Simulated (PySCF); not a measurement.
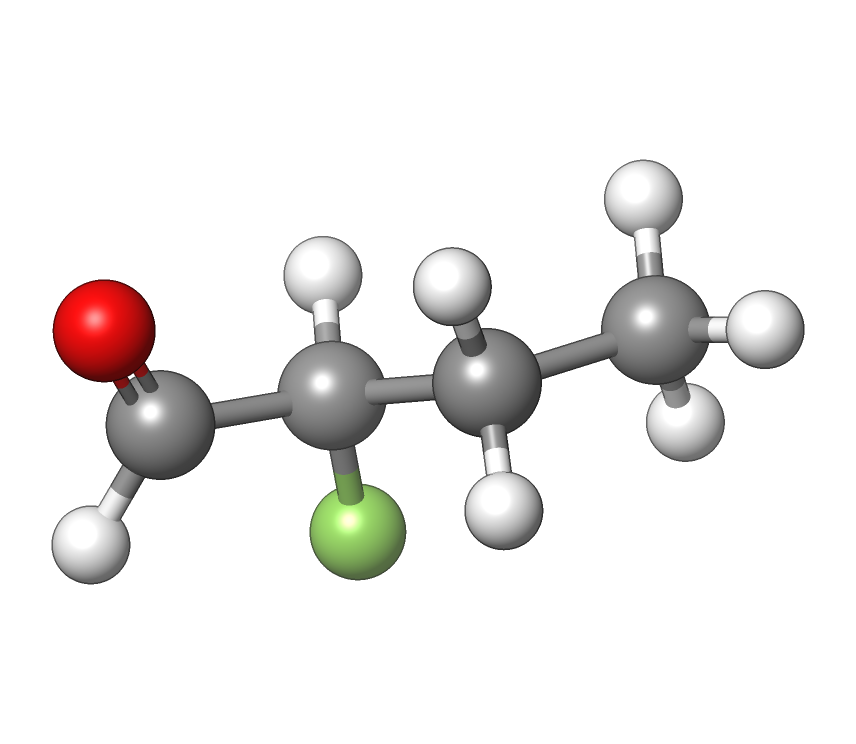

Double and triple bonds are drawn as two and three sticks. Colours: carbon grey, fluorine green, oxygen red, hydrogen white.

Computed geometry: GFN2-xTB optimisation. No frequency run is at hand to confirm it as a minimum.

**Which formula does it have?**

C₄H₇FO, 13 atoms: 4 carbon, 7 hydrogen, 1 fluorine and 1 oxygen.

**Count the bonded pairs by element.**

7 C–H, 3 C–C, 1 C–F, 1 C–O.

The parts below concern this one geometry. Atoms keep their numbers from picture to picture.

## Shape

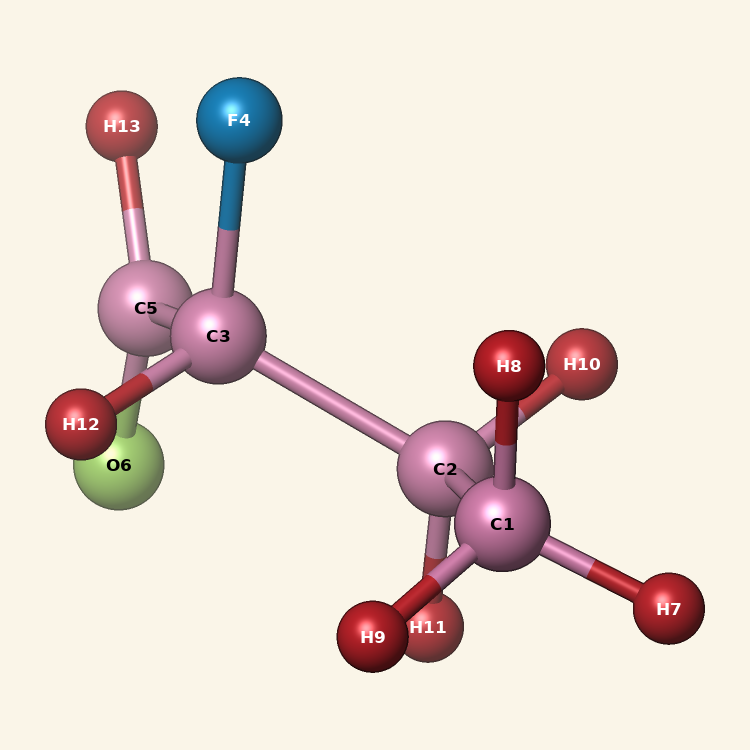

C5 lies behind C3. The molecule seen a little off the C3–C5 bond, C3 in front. Depth is shown by fading: the farther an atom, the more it takes the colour of the background. No frequency run is at hand to confirm it as a minimum.

**What is the torsion angle F4–C3–C5–O6? The sign is positive where the front bond must turn clockwise to cover the back bond.**

178°, antiperiplanar (anti).

## Electronic properties

No frequency run is at hand to confirm it as a minimum. Method: PBE0/def2-SVPD, gas phase (PySCF 2.14.0). Excitations: vertical, linear response.

**Give the lowest vertical singlet excitation at this level.**

4.20 eV.

**Estimate the HOMO energy (Kohn–Sham orbital).**

−7.86 eV.

**Give the HOMO–LUMO gap at this level.**

6.55 eV.

**Give the brightest of the 6 lowest singlets at this level.**

7.23 eV.

## NMR shielding

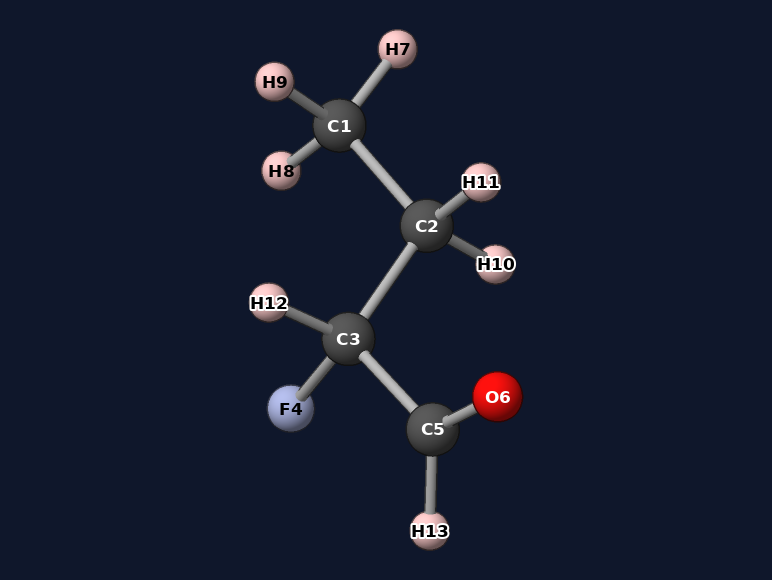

The questions are on isotropic NMR shieldings of the C atoms. No frequency run is at hand to confirm it as a minimum. Properties computed with GIAO PBE0/pcSseg-1 NMR shielding, non-relativistic, gas phase (PySCF 2.14.0).

**Which C atom is the most shielded (lowest chemical shift)?**

C1 (173.6 ppm).

**Which C atom is the least shielded (highest chemical shift)?**

C5 (−26.0 ppm).

**How wide is the range of C shifts?**

199.6 ppm.

List the isotropic NMR shieldings of the C atoms.

```csv
atom,σ (ppm)
C1,173.6
C2,156.6
C3,85.5
C5,−26.0
```

## Quadrupole coupling

No frequency run is at hand to confirm it as a minimum. Electric field gradients from the ground-state density, PBE0/pcSseg-1 (PySCF 2.14.0), non-relativistic apart from any core potentials.

Give the largest field-gradient component, the quadrupole coupling constant and the asymmetry for 17O at O6 (Q = −25.6 mb), 2H at H7 (Q = 2.86 mb), 2H at H8 (Q = 2.86 mb), 2H at H9 (Q = 2.86 mb), 2H at H10 (Q = 2.86 mb).

```json
{"atom": "O6", "V_zz (a.u.)": "−2.031", "e²qQ/h (MHz)": "12.22", "η": "0.59"}
{"atom": "H7", "V_zz (a.u.)": "0.316", "e²qQ/h (MHz)": "0.213", "η": "0.02"}
{"atom": "H8", "V_zz (a.u.)": "0.311", "e²qQ/h (MHz)": "0.209", "η": "0.02"}
{"atom": "H9", "V_zz (a.u.)": "0.314", "e²qQ/h (MHz)": "0.211", "η": "0.03"}
{"atom": "H10", "V_zz (a.u.)": "0.302", "e²qQ/h (MHz)": "0.203", "η": "0.04"}
```
